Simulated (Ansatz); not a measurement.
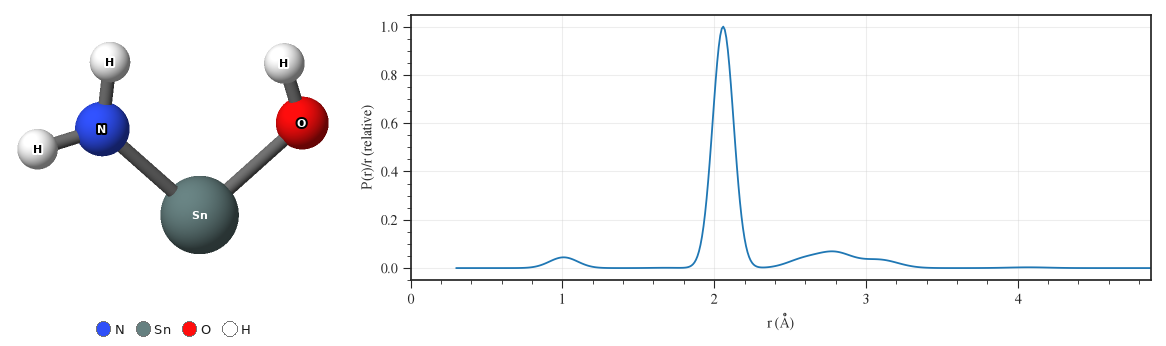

Simulated gas electron diffraction: radial distribution curve of H₃NOSn. Each pair of atoms contributes with weight ZᵢZⱼ/r; damping constant 0.001 Å²; vibrational amplitudes assumed, not computed: 0.05 Å for bonds, 0.078 Å for bonds to H, 0.06 + 0.015 r up to 0.15 Å for other pairs. The geometry is the end point of an optimisation (RKS revPBE/def2-SVP (Ansatz)); it may be a saddle point or a higher isomer.

Q: Which pairs of atoms lie under the first 3 clear peaks? Mark bonded pairs by – and others by ···.

A: Peak 1, 1.01 Å: O–H 0.98 Å, N–H 1.03 Å (×2)
Peak 2, 2.06 Å: Sn–O 2.04 Å, Sn–N 2.08 Å
Peak 3, 2.78 Å: Sn···H 2.59–2.82 Å (×3), not resolved; in its flanks O···N 3.09 Å
